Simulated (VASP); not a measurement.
Band structure of HgS (zinc blende). Level of theory: PBE GGA with D4 dispersion, VASP's PBE PAW potentials (set 64) (plane waves; VASP 6.6.1).

Unless said otherwise, spin-orbit coupling is left out, though it shifts the bands of the heavy elements here.

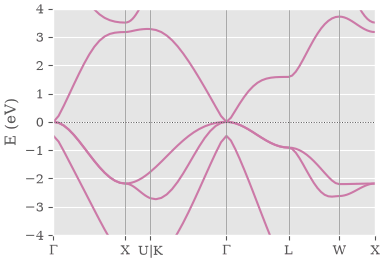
Bands along high-symmetry lines, zero at the valence-band maximum or, without a gap, the Fermi level

Read the plot: is there a gap, and where are the band edges?

It has no gap at this level: it comes out as a metal or semimetal. (Edges off the drawn lines would not show.)

The compound is HgS in the zinc blende structure, metacinnabar; cinnabar is the stable form. It was relaxed first.
